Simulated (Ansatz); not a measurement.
# GaSi (quartet): correlated methods under varied settings at distance Si1–Ga2 = 3.944 Å

What do other methods and options give for GaSi (quartet) at this geometry, and how long do they take?

Method: the settings change from run to run; program: Ansatz 0.2.0, Gaussian basis.

23 further runs of the same task are left out: 2 for a known fault of the program, 18 that didn't finish, 3 set aside as unsound or not needed. Runs told in other sessions of the task aren't counted.

**1. The geometry**

The geometry derives from a PBE0/def2-TZVP stationary point (not a proven minimum). One bond is set to the value named and the two fragments are kept rigid. No spin-orbit coupling is included. The filled d shell of Ga may be among the frozen orbitals whatever the setting's name suggests.

2 atoms, charge 0, spin multiplicity 4.

Atoms are counted from 1 here; the program's logs count them from 0.

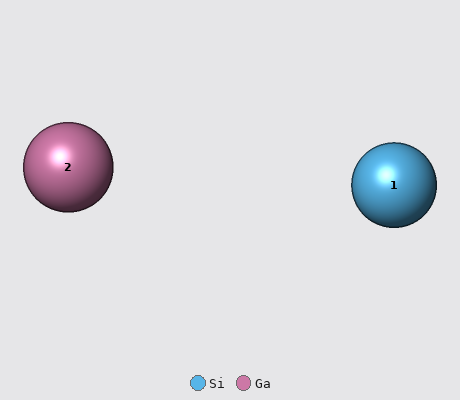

The structure; silicon blue, gallium pink; atoms are numbered from 1 in the order of the file.

Coordinates:

```xyz
2
charge 0, multiplicity 4
Si    0.0000    0.0000    0.0000
Ga    0.0000    0.0000    3.9440
```

**2. HF (ROHF)/aug-cc-pVDZ**

Input file in.yaml:

```yaml
crystal:
  periodic: [false, false, false]
  atoms:
    - {symbol: Si, position_ang: [0.000000, 0.000000, 0.000000]}
    - {symbol: Ga, position_ang: [0.000000, 0.000000, 3.944000]}
basis:
  gaussian: {orbitals: aug-cc-pVDZ, fitting: {mean_field: def2-universal-jkfit}}
magnetization: {spin_polarized: false, initial_magnetization: 3}
hamiltonian: {xc: hf, pseudopotentials: {relativity: none}}
output: {orbitals: {seedname: orbitals}}
```

Started as:

```sh
$ ansatz run in.yaml --threads 1 --pin off --events-out ev --progress --plain --max-ram 2393MiB
```

The program printed:

```text
Functional definition: HF
  name "HF"
  cite "Fock, Z. Phys. 61, 126 (1930) doi:10.1007/BF01340294"
  parent pbe
  exchange = exact_x
  correlation = 0
394 factors; integrals over basis functions are off by at most 1.9e-1 eV
mean field evaluation 1: about -60192.0693 eV, gradient 6.0e0 eV
mean field evaluation 2: about -60180.6451 eV, gradient 2.2e1 eV
mean field evaluation 4: about -60192.5397 eV, gradient 3.0e0 eV
mean field evaluation 8: about -60192.8728 eV, gradient 8.6e-1 eV
mean field evaluation 16: about -60191.0844 eV, gradient 6.6e0 eV
mean field evaluation 32: about -60192.6300 eV, gradient 2.4e0 eV
mean field evaluation 64: about -60190.7712 eV, gradient 8.6e-1 eV
mean field evaluation 96: about -60192.9426 eV, gradient 4.4e-1 eV
mean field evaluation 128: about -60180.9364 eV, gradient 9.4e0 eV
mean field evaluation 160: about -60184.9476 eV, gradient 1.8e-1 eV
mean field -60192.96542421 eV, -2212.0506790825 hartree, gradient 1.1e-5 eV, S^2 3.750000; 8 other end points of the search recorded, 0 dependent functions left out
reference -60192.96542421 eV, -2212.0506790825 hartree; 24, 21 occupied and 39, 42 virtual orbitals, 394 factors
Total energy: -60192.96542421 eV, -2212.0506790825 hartree
```

Wall time 4.7 s (1 thread of Arm Neoverse V1, shared host).

**3. HF (ROHF)/cc-pVDZ**

Input file in.yaml:

```yaml
crystal:
  periodic: [false, false, false]
  atoms:
    - {symbol: Si, position_ang: [0.000000, 0.000000, 0.000000]}
    - {symbol: Ga, position_ang: [0.000000, 0.000000, 3.944000]}
basis:
  gaussian: {orbitals: cc-pVDZ}
magnetization: {spin_polarized: false, initial_magnetization: 3}
hamiltonian: {xc: hf}
output: {orbitals: {seedname: orbitals}}
```

Same command.

The program printed, cut to the lines that bear on the results:

```text
Functional definition: HF
  name "HF"
  cite "Fock, Z. Phys. 61, 126 (1930) doi:10.1007/BF01340294"
  parent pbe
[...]
509 factors; integrals over basis functions are off by at most 4.8e-4 eV
[...]
mean field -60192.91325866 eV, -2212.0487620337 hartree, gradient 4.7e-6 eV, S^2 3.750000; 4 other end points of the search recorded, 0 dependent functions left out
reference -60192.91325866 eV, -2212.0487620337 hartree; 24, 21 occupied and 21, 24 virtual orbitals, 509 factors
Total energy: -60192.91325866 eV, -2212.0487620337 hartree
```

Run time: 2.1 s. Hardware: 1 thread of Arm Neoverse V1, shared host.

**4. CCSD(T) on ROHF/cc-pVDZ**

in.yaml: that of step 3 with these lines changed.

```diff
@@ -8,3 +8,3 @@
 magnetization: {spin_polarized: false, initial_magnetization: 3}
-hamiltonian: {xc: hf}
-output: {orbitals: {seedname: orbitals}}
+correlation: {method: ccsd_t, electrons: valence}
+scf: {omitted_lower_state_checks: [cluster_reference]}
```

Launched as before.

The program printed, cut to the lines that bear on the results:

```text
Functional definition: HF
  name "HF"
  cite "Fock, Z. Phys. 61, 126 (1930) doi:10.1007/BF01340294"
  parent pbe
[...]
509 factors; integrals over basis functions are off by at most 4.8e-4 eV
[...]
mean field -60192.91325866 eV, -2212.0487620337 hartree, gradient 5.7e-6 eV, S^2 3.750000; 18 other end points of the search recorded, 0 dependent functions left out
14 core orbitals not correlated: weight in the atoms' cores, before any rotation towards them, 1.000 or more for the frozen orbitals, at most 0.000 for the correlated occupied ones
reference -60192.91325866 eV, -2212.0487620337 hartree; 10, 7 occupied and 21, 24 virtual orbitals, 509 factors
second order -2.63749726 eV of doubles, -0.07846507 eV of singles
cycle   1  -3.31991464 eV  change   -6.0e-1 eV  update   8.2e-2
[...]
cycle  13  -3.63644490 eV  change    2.1e-6 eV  update   1.7e-5
perturbative correction -0.11603465 eV, -0.0042641947 hartree
Total energy: -60196.66573821 eV, -2212.1866631137 hartree
Checks for a lower state left out: cluster_reference
```

Wall time 4.8 s (1 thread of Arm Neoverse V1, shared host).

From the report: correlation -3.7525 eV; T1 0.024; largest double amplitude 0.09.

**5. CISD/cc-pVDZ**

in.yaml: that of step 4 with these lines changed.

```diff
@@ -8,3 +8,3 @@
 magnetization: {spin_polarized: false, initial_magnetization: 3}
-correlation: {method: ccsd_t, electrons: valence}
-scf: {omitted_lower_state_checks: [cluster_reference]}
+hamiltonian: {pseudopotentials: {relativity: scalar}}
+correlation: {active_space: {ras: {orbitals: [2, 3, 21], electrons: 7, max_holes: 2, max_particles: 2}, fixed_orbitals: true}}
```

Launched as before.

The program printed, cut to the lines that bear on the results:

```text
Functional definition: HF
  name "HF"
  cite "Fock, Z. Phys. 61, 126 (1930) doi:10.1007/BF01340294"
  parent pbe
[...]
509 factors; integrals over basis functions are off by at most 4.8e-4 eV
[...]
mean field -60616.89323564 eV, -2227.6297388037 hartree, gradient 4.8e-6 eV, S^2 3.750000; 16 other end points of the search recorded, 0 dependent functions left out
reference -60616.89323564 eV, -2227.6297388037 hartree; 24, 21 occupied and 21, 24 virtual orbitals, 509 factors
state -60619.90883286 eV, -2227.7405599576 hartree
Total energy: -60619.90883286 eV, -2227.7405599576 hartree
Relativity: scalar
```

Run time: 5.5 s. Hardware: 1 thread of Arm Neoverse V1, shared host.

From the report: 6,478 determinants.

**6. CCSD(T) on UHF/6-31G**

Input file in.yaml:

```yaml
crystal:
  periodic: [false, false, false]
  atoms:
    - {symbol: Si, position_ang: [0.000000, 0.000000, 0.000000]}
    - {symbol: Ga, position_ang: [0.000000, 0.000000, 3.944000]}
basis:
  gaussian: {orbitals: 6-31G}
magnetization: {spin_polarized: true, initial_magnetization: 3}
correlation: {method: ccsd_t, electrons: outside_noble_gas}
scf: {lower_state_search: off}
```

Same command.

The program printed, cut to the lines that bear on the results:

```text
Functional definition: HF
  name "HF"
  cite "Fock, Z. Phys. 61, 126 (1930) doi:10.1007/BF01340294"
  parent pbe
[...]
392 factors; integrals over basis functions are off by at most 3.3e-4 eV
[...]
mean field -60184.45264380 eV, -2211.7378401724 hartree, gradient 2.2e-6 eV, S^2 3.759796; 0 other end points of the search recorded, 0 dependent functions left out
19 core orbitals not correlated: weight in the atoms' cores, before any rotation towards them, 1.000 or more for the frozen orbitals, at most 0.000 for the correlated occupied ones
reference -60184.45264380 eV, -2211.7378401724 hartree; 5, 2 occupied and 18, 21 virtual orbitals, 392 factors
second order -1.00094048 eV of doubles, -0.00000000 eV of singles
cycle   1  -1.34727199 eV  change   -3.5e-1 eV  update   7.3e-2
[...]
cycle  15  -1.64559706 eV  change   -2.6e-7 eV  update   4.7e-6
perturbative correction -0.03651686 eV, -0.0013419697 hartree
Total energy: -60186.13475772 eV, -2211.7996567188 hartree
Checks for a lower state left out: stability, starts, cluster_reference, orbital_swaps, neighbouring_geometries, increment
```

Wall time 0.66 s (1 thread of Arm Neoverse V1, shared host).

From the report: ⟨S²⟩ of the determinant 3.760 (pure quartet: 3.75); correlation -1.6821 eV; T1 0.062; largest double amplitude 0.15.

**7. CCSD(T)/cc-pVDZ**

Input file in.yaml:

```yaml
crystal:
  periodic: [false, false, false]
  atoms:
    - {symbol: Si, position_ang: [0.000000, 0.000000, 0.000000]}
    - {symbol: Ga, position_ang: [0.000000, 0.000000, 3.944000]}
basis:
  gaussian: {orbitals: cc-pVDZ}
magnetization: {spin_polarized: true, initial_magnetization: 3}
hamiltonian: {xc: {name: PBE}}
correlation: {method: ccsd_t, electrons: all, diis_vectors: 2}
```

Launched as before.

The program printed, cut to the lines that bear on the results:

```text
Functional definition: PBE
  name "PBE"
  cite "Perdew, Burke & Ernzerhof, Phys. Rev. Lett. 77, 3865 (1996) doi:10.1103/PhysRevLett.77.3865"
  parent pbe
[...]
509 factors; integrals over basis functions are off by at most 4.8e-4 eV
[...]
mean field -60239.01873226 eV, -2213.7431069372 hartree, gradient 9.3e-7 eV, S^2 3.750497; 10 other end points of the search recorded, 0 dependent functions left out
reference -60191.60573921 eV, -2212.0007115801 hartree; 24, 21 occupied and 21, 24 virtual orbitals, 509 factors
second order -3.94997397 eV of doubles, -0.80732899 eV of singles
cycle   1  -4.61573524 eV  change   -7.6e-2 eV  update   1.5e-1
[...]
cycle  23  -5.15213373 eV  change   -1.1e-5 eV  update   1.2e-5
perturbative correction -0.24808062 eV, -0.0091167947 hartree
WARN: these amplitudes may be one of several solutions (largest doubles amplitude 0.10, level shift 0.59 eV)
Total energy: -60197.00595356 eV, -2212.1991657972 hartree
```

Run time: 15 s. Hardware: 1 thread of Arm Neoverse V1, shared host.

From the report: ⟨S²⟩ of the determinant 3.750 (pure quartet: 3.75); correlation -5.4002 eV; T1 0.043; largest double amplitude 0.10. The orbitals are Kohn-Sham ones, so correlation energy and T1 don't compare with those on Hartree-Fock orbitals. The report flags that the cluster equations may have other roots.

**8. CCSD on ROHF/6-31G**

Input file in.yaml:

```yaml
crystal:
  periodic: [false, false, false]
  atoms:
    - {symbol: Si, position_ang: [0.000000, 0.000000, 0.000000]}
    - {symbol: Ga, position_ang: [0.000000, 0.000000, 3.944000]}
basis:
  gaussian: {orbitals: 6-31G}
magnetization: {spin_polarized: false, initial_magnetization: 3}
correlation: {method: ccsd, electrons: all}
scf: {lower_state_search: off}
```

Launched as before.

The program printed, cut to the lines that bear on the results:

```text
Functional definition: HF
  name "HF"
  cite "Fock, Z. Phys. 61, 126 (1930) doi:10.1007/BF01340294"
  parent pbe
[...]
392 factors; integrals over basis functions are off by at most 3.3e-4 eV
[...]
mean field -60184.41687075 eV, -2211.7365255370 hartree, gradient 2.5e-6 eV, S^2 3.750000; 0 other end points of the search recorded, 0 dependent functions left out
reference -60184.41687075 eV, -2211.7365255370 hartree; 24, 21 occupied and 18, 21 virtual orbitals, 392 factors
second order -7.01216699 eV of doubles, -0.01904282 eV of singles
cycle   1  -6.53800480 eV  change    4.9e-1 eV  update   8.1e-2
[...]
cycle  13  -6.99811858 eV  change    4.6e-6 eV  update   5.5e-5
Total energy: -60191.41498933 eV, -2211.9937016515 hartree
Checks for a lower state left out: stability, starts, cluster_reference, orbital_swaps, neighbouring_geometries, increment
```

Run time: 2.2 s. Hardware: 1 thread of Arm Neoverse V1, shared host.

From the report: correlation -6.9981 eV; T1 0.026; largest double amplitude 0.14.

**9. CCSD(T)/6-31G**

in.yaml: that of step 8 with these lines changed.

```diff
@@ -8,3 +8,3 @@
 magnetization: {spin_polarized: false, initial_magnetization: 3}
-correlation: {method: ccsd, electrons: all}
-scf: {lower_state_search: off}
+hamiltonian: {xc: {name: r2SCAN}}
+correlation: {method: ccsd_t, electrons: outside_noble_gas}
```

The command is unchanged.

The program printed, cut to the lines that bear on the results:

```text
Functional definition: r2SCAN
  name "r2SCAN"
  cite "Furness, Kaplan, Ning, Perdew & Sun, J. Phys. Chem. Lett. 11, 8208 (2020) doi:10.1021/acs.jpclett.0c02405"
  cite "Furness, Kaplan, Ning, Perdew & Sun, J. Phys. Chem. Lett. 11, 9248 (2020) doi:10.1021/acs.jpclett.0c03077"
  parent r2scan
[...]
392 factors; integrals over basis functions are off by at most 3.3e-4 eV
[...]
mean field -60240.14957540 eV, -2213.7846646561 hartree, gradient 2.6e-6 eV, S^2 3.750000; 13 other end points of the search recorded, 0 dependent functions left out
[...]
19 core orbitals not correlated: weight in the atoms' cores, before any rotation towards them, 1.000 or more for the frozen orbitals, at most 0.000 for the correlated occupied ones
reference -60183.62839093 eV, -2211.7075494381 hartree; 5, 2 occupied and 18, 21 virtual orbitals, 392 factors
second order -1.54017527 eV of doubles, -0.35173888 eV of singles
cycle   1  -1.99403471 eV  change   -2.0e-1 eV  update   1.3e-1
[...]
cycle  15  -2.32239243 eV  change   -3.6e-7 eV  update   2.7e-6
perturbative correction -0.09438748 eV, -0.0034686759 hartree
WARN: these amplitudes may be one of several solutions (largest doubles amplitude 0.12, level shift 0.43 eV)
Total energy: -60186.04517084 eV, -2211.7963644617 hartree
```

Run time: 25 s. Hardware: 1 thread of Arm Neoverse V1, shared host.

From the report: correlation -2.4168 eV; T1 0.067; largest double amplitude 0.12. The orbitals are Kohn-Sham ones, so correlation energy and T1 don't compare with those on Hartree-Fock orbitals. The report flags that the cluster equations may have other roots.

**10. BCCD(T) on ROHF/cc-pVDZ**

Input file in.yaml:

```yaml
crystal:
  periodic: [false, false, false]
  atoms:
    - {symbol: Si, position_ang: [0.000000, 0.000000, 0.000000]}
    - {symbol: Ga, position_ang: [0.000000, 0.000000, 3.944000]}
basis:
  gaussian: {orbitals: cc-pVDZ}
magnetization: {spin_polarized: false, initial_magnetization: 3}
correlation: {method: bccd_t, electrons: valence}
accuracy: high
```

Same command.

The program printed, cut to the lines that bear on the results:

```text
Functional definition: HF
  name "HF"
  cite "Fock, Z. Phys. 61, 126 (1930) doi:10.1007/BF01340294"
  parent pbe
[...]
818 factors; integrals over basis functions are off by at most 4.5e-9 eV
[...]
mean field -60192.91328249 eV, -2212.0487629096 hartree, gradient 2.5e-8 eV, S^2 3.750000; 20 other end points of the search recorded, 0 dependent functions left out
[...]
determinant -60192.91328249 eV, -2212.0487629096 hartree, with singles and doubles -60196.54926243 eV, -2212.1823827078 hartree
determinant -60192.65982160 eV, -2212.0394483935 hartree, with singles and doubles -60196.29728430 eV, -2212.1731226822 hartree
determinant -60192.56601077 eV, -2212.0360009090 hartree, with singles and doubles -60196.15149945 eV, -2212.1677651879 hartree
determinant -60192.49006188 eV, -2212.0332098390 hartree, with singles and doubles -60196.07916846 eV, -2212.1651070730 hartree
[...]
determinant -60192.65982160 eV, -2212.0394483935 hartree, with singles and doubles -60196.30877230 eV, -2212.1735448585 hartree
determinant -60192.56601077 eV, -2212.0360009090 hartree, with singles and doubles -60196.15116259 eV, -2212.1677528084 hartree
determinant -60192.49006188 eV, -2212.0332098390 hartree, with singles and doubles -60196.07887750 eV, -2212.1650963803 hartree
14 core orbitals not correlated: weight in the atoms' cores, before any rotation towards them, 1.000 or more for the frozen orbitals, at most 0.000 for the correlated occupied ones
reference -60192.91328249 eV, -2212.0487629096 hartree; 10, 7 occupied and 21, 24 virtual orbitals, 818 factors
second order -2.63750007 eV of doubles, -0.07846588 eV of singles
cycle   1  -3.63520964 eV  change    1.2e-3 eV  update   9.8e-3
[...]
cycle  28  -3.62593497 eV  change  -3.8e-10 eV  update   1.3e-9
perturbative correction -0.12531015 eV, -0.0046050631 hartree
Total energy: -60196.66452761 eV, -2212.1866186250 hartree
```

Run time: 24 s. Hardware: 1 thread of Arm Neoverse V1, shared host.

From the report: correlation -3.7512 eV; largest double amplitude 0.08.

**11. All runs side by side**

Where basis and cores are those of an earlier FCI/cc-pVDZ run (-60196.2983 eV), and the records show the same count of frozen orbitals and kind of state, the miss against it is given; a blank cell means that this couldn't be shown. † marks a result that the program doubts.

```csv
level,correlated,functions,energy (eV),from FCI (meV),time
HF (ROHF)/aug-cc-pVDZ,,63,-60192.9654,,4.7 s
HF (ROHF)/cc-pVDZ,,45,-60192.9133,3385.0,2.1 s
CCSD(T) on ROHF/cc-pVDZ,valence,45,-60196.6657,,4.8 s
CISD/cc-pVDZ (relativity set),outside noble gas,45,-60619.9088,,5.5 s
CCSD(T) on UHF/6-31G,outside noble gas,42,-60186.1348,,0.66 s
CCSD(T)/cc-pVDZ (on PBE orbitals) †,all,45,-60197.0060,,15 s
CCSD on ROHF/6-31G,all,42,-60191.4150,,2.2 s
CCSD(T)/6-31G (on r2SCAN orbitals) †,outside noble gas,42,-60186.0452,,25 s
BCCD(T) on ROHF/cc-pVDZ,valence,45,-60196.6645,,24 s
```

**12. Results**

```
quantity                                       value
    runs                                           9
quickest                CCSD(T) on UHF/6-31G, 0.66 s
 slowest  CCSD(T)/6-31G (on r2SCAN orbitals) †, 25 s
```

Total energies in different bases, with other cores or another treatment of relativity can't be set against each other. «valence» and «outside noble gas» are the program's key words; the logs give how many orbitals each freezes, and for Ga to Kr the 3d shell needn't follow the word's plain sense. CCSD(T)/6-31G (on r2SCAN orbitals) † took 37 times as long as CCSD(T) on UHF/6-31G; the jobs differ in more than the method. Hartree-Fock, CASSCF and CASCI lack dynamic correlation by design.
